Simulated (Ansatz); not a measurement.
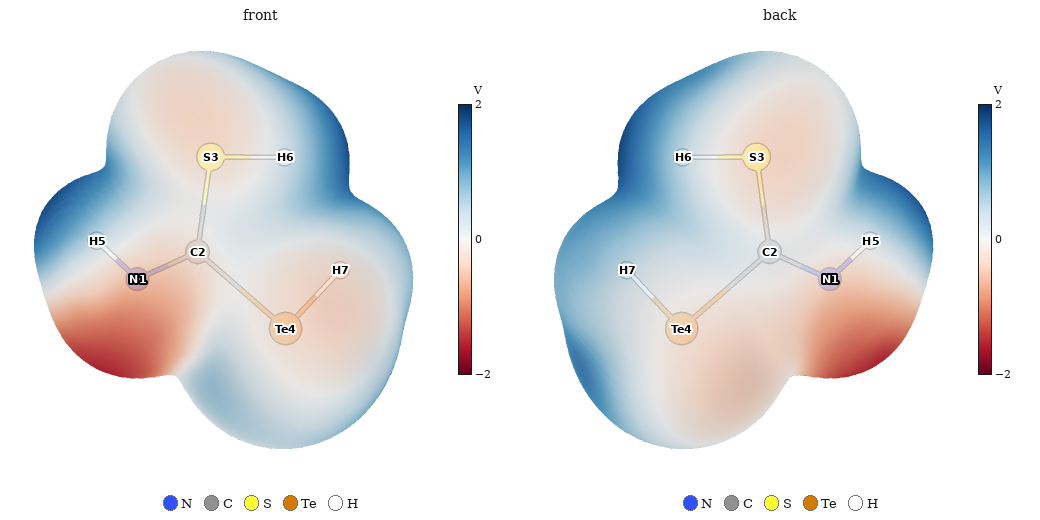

The picture shows: CH$_{3}$NSTe. The molecular electrostatic potential painted on the density surface at 0.002 e/bohr³, seen from the front and from behind; red is negative and blue positive.

Geometry: PBE0-D4/def2-TZVP; core potentials replace the inner electrons of Te.

Theory: RKS PBE0-D4/def2-TZVPP in Ansatz 0.2.0.

Input file:

```
crystal:
  periodic: [false, false, false]
  atoms:
    - {symbol: N, position_ang: [1.251293, -1.232800, 0.280707]}
    - {symbol: C, position_ang: [0.368074, -0.361855, 0.074152]}
    - {symbol: S, position_ang: [-0.058405, 0.909306, 1.227695]}
    - {symbol: Te, position_ang: [-0.632493, -0.512330, -1.792067]}
    - {symbol: H, position_ang: [1.748633, -1.109886, 1.162325]}
    - {symbol: H, position_ang: [-0.787593, 1.671503, 0.401322]}
    - {symbol: H, position_ang: [-1.828209, 0.568062, -1.399833]}
basis:
  gaussian: {orbitals: def2-TZVPP}
hamiltonian: {xc: pbe0, dispersion: d4}
output: {orbitals: {seedname: orbitals}}
```

Launched as:

```sh
ansatz run in.yaml --threads 2 --pin off --events-out ev --progress --plain --max-ram 4352MiB
```

**Where is the surface potential most negative and most positive?**

The most negative region (about −1.5 V) lies over N1, the most positive (about +1.8 V) over H5 and H6. N1 is the likeliest acceptor of a hydrogen bond.
